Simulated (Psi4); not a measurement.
# [AlH4]− (SMILES [AlH4-]): CCSD(T)/aug-cc-pCVDZ (density fitting, density fitting for correlation)

Aim: the energy difference between two shapes of [AlH4]− at CCSD(T)/aug-cc-pCVDZ (density fitting, density fitting for correlation), from 2 runs. 

Program for the calculation: Psi4 1.11.

7 further runs of the same task are left out: 2 that didn't finish, 5 set aside as unsound or not needed.

### Step 1. Starting point

[AlH4]−: 5 atoms, total charge -1, spin state singlet. SMILES: `[AlH4-]`. Geometry: a GFN2-xTB relaxation, a rough one for these elements and not checked as a minimum.

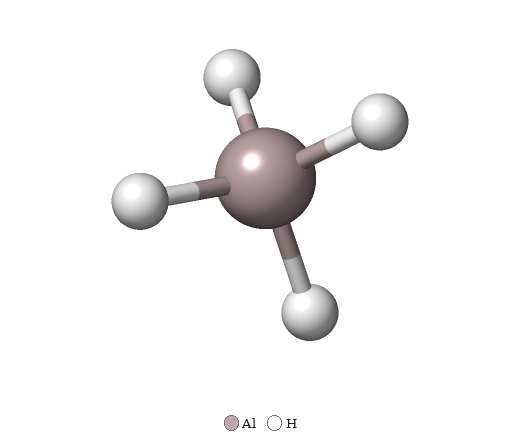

The structure, seen from a chosen angle (aluminium light grey, hydrogen white).

### Step 2. A single-point energy at CCSD(T)/aug-cc-pCVDZ (density fitting, density fitting for correlation)

Contents of alh4.py:

```python
import psi4

psi4.set_memory('1600 MB')
psi4.set_num_threads(1)
psi4.set_output_file('psi4.out', False)

mol = psi4.geometry("""
-1 1
Al    -0.00003779     0.00011338    -0.00204090
H      2.72783856    -0.95293219     1.05146251
H     -2.23548931    -1.14233944     1.77469850
H     -0.38520177    -0.97723407    -2.89262268
H     -0.10709078     3.07241122     0.06850257
units bohr
""")

options = {'reference': 'rhf', 'scf_type': 'df', 'freeze_core': True, 'cc_type': 'df'}
psi4.set_options(options)

e, wfn = psi4.energy("ccsd(t)/aug-cc-pCVDZ", return_wfn=True)
print(f'ccsd(t)/aug-cc-pCVDZ energy: {e:.10f} Eh')
```

The run is started by

```sh
$ python alh4.py
```

psi4.out (excerpt; [...] marks lines left out):

```text
[...]
  Running in c1 symmetry.
[...]
  Nuclear repulsion =   18.102884363481468
[...]
  Multiplicity = 1
[...]
  Nalpha       = 9
  Nbeta        = 9
[...]
    Number of basis functions: 72
[...]
   @DF-RHF iter   1:  -244.20617104946905   -6.79925e-01   2.44979e-03 ADIIS/DIIS
[...]
   @DF-RHF iter   8:  -244.23421424451203   -1.23350e-11   4.02553e-09 DIIS
[...]
    Orbital Energies [Eh]
    ---------------------
    Doubly Occupied:
       1A    -58.225343     2A     -4.638519     3A     -2.953213
       4A     -2.953212     5A     -2.953209     6A     -0.361592
       7A     -0.197378     8A     -0.197183     9A     -0.197065
[...]
  @DF-RHF Final Energy:  -244.23421424451203
   => Energetics <=
    Nuclear Repulsion Energy =             18.1028843634814685
    One-Electron Energy =                -379.3207695028888793
    Two-Electron Energy =                 116.9836708948953969
    Total Energy =                       -244.2342142445120317
[...]
 Multipole Moments:
 ------------------------------------------------------------------------------------
     Multipole            Electronic (a.u.)      Nuclear  (a.u.)        Total (a.u.)
 ------------------------------------------------------------------------------------
 L = 1.  Multiply by 2.5417464519 to convert [e a0] to [Debye]
 Dipole X            :         -0.0001965            0.0000930           -0.0001035
 Dipole Y            :          0.0006688           -0.0002453            0.0004235
 Dipole Z            :         -0.0086906            0.0045670           -0.0041236
 Magnitude           :                                                    0.0041466
[...]
      * MP2 total energy:                  -244.347425512185
[...]
      * CCSD total energy:                 -244.380392693414
[...]
      * CCSD(T) total energy                -244.382747062043
[...]
```

On the terminal:

```text
ccsd(t)/aug-cc-pCVDZ energy: -244.3827470620 Eh
```

Run time: 4.2 s. Hardware: 1 thread of INTEL XEON PLATINUM 8581C at 2.30GHz (Emerald Rapids), shared host; peak memory 0.33 GiB.

### Step 3. The distorted shape at the same level

Contents of calc.dat:

```
memory 1600 MB

molecule {
  -1 1
  Al
  H 1 R2
  H 1 R3 2 A3
  H 1 R4 2 A4 3 D4
  H 1 R5 2 A5 3 D5

  R2 = 1.640277
  R3 = 1.699778
  A3 = 105.62962
  R4 = 1.688147
  A4 = 113.72828
  D4 = -111.90012
  R5 = 1.595229
  A5 = 114.72257
  D5 = 118.80432
}

set reference rhf
set scf_type df
set freeze_core true
set cc_type df

energy('ccsd(t)/aug-cc-pCVDZ')
```

The run is started by

```sh
$ psi4 calc.dat calc.out -n 1
```

calc.out (excerpt; [...] marks lines left out):

```text
[...]
  Running in c1 symmetry.
[...]
  Nuclear repulsion =   17.805527009755306
[...]
  Multiplicity = 1
[...]
  Nalpha       = 9
  Nbeta        = 9
[...]
    Number of basis functions: 72
[...]
   @DF-RHF iter   1:  -244.20471160800835   -7.00398e-01   2.39667e-03 ADIIS/DIIS
[...]
   @DF-RHF iter   9:  -244.23185576132670   -3.15481e-12   3.09249e-09 DIIS
[...]
    Orbital Energies [Eh]
    ---------------------
    Doubly Occupied:
       1A    -58.235825     2A     -4.647327     3A     -2.962254
       4A     -2.962063     5A     -2.961925     6A     -0.359603
       7A     -0.209009     8A     -0.199208     9A     -0.181100
[...]
  @DF-RHF Final Energy:  -244.23185576132670
   => Energetics <=
    Nuclear Repulsion Energy =             17.8055270097553056
    One-Electron Energy =                -378.6381355292518833
    Two-Electron Energy =                 116.6007527581699037
    Total Energy =                       -244.2318557613266989
[...]
 Multipole Moments:
 ------------------------------------------------------------------------------------
     Multipole            Electronic (a.u.)      Nuclear  (a.u.)        Total (a.u.)
 ------------------------------------------------------------------------------------
 L = 1.  Multiply by 2.5417464519 to convert [e a0] to [Debye]
 Dipole X            :          0.3093049           -0.1388570            0.1704479
 Dipole Y            :         -0.6195632            0.3064391           -0.3131241
 Dipole Z            :          0.2762616           -0.1388275            0.1374341
 Magnitude           :                                                    0.3820829
[...]
      * MP2 total energy:                  -244.345032445475
[...]
      * CCSD total energy:                 -244.378239142562
[...]
      * CCSD(T) total energy                -244.380644017947
[...]
```

Run time: 4.5 s. Hardware: 1 thread of INTEL XEON PLATINUM 8581C at 2.30GHz (Emerald Rapids), shared host; peak memory 0.33 GiB.

### Step 4. What came out

Level: CCSD(T)/aug-cc-pCVDZ (density fitting, density fitting for correlation), 5 core orbitals frozen.

| quantity | value |
| --- | --- |
| first shape: total energy | -244.38275 Eh |
| first shape: HOMO energy (Hartree–Fock orbitals) | -5.36 eV |
| first shape: LUMO energy (Hartree–Fock orbitals) | 3.54 eV |
| first shape: HOMO–LUMO gap (to an unbound level, set by the basis) | 8.90 eV |
| first shape: correlation energy (5 core orbitals frozen) | -148.5 mEh |
| first shape: (T) correction | -2.35 mEh |
| first shape: T1 diagnostic | 0.010 |
| distorted shape: total energy | -244.38064 Eh |
| distorted shape: HOMO energy (Hartree–Fock orbitals) | -4.93 eV |
| distorted shape: LUMO energy (Hartree–Fock orbitals) | 3.52 eV |
| distorted shape: HOMO–LUMO gap (to an unbound level, set by the basis) | 8.45 eV |
| distorted shape: correlation energy (5 core orbitals frozen) | -148.8 mEh |
| distorted shape: (T) correction | -2.40 mEh |
| distorted shape: T1 diagnostic | 0.011 |
| energy change with the atoms displaced | 0.057 eV |

In words: With the atoms displaced the energy rises by 0.06 eV (5.5 kJ/mol). The first shape isn't relaxed at this level, so the change isn't measured from a minimum. The triples (first shape) make up 1.6 % of the correlation energy. The triples (distorted shape) make up 1.6 % of the correlation energy.
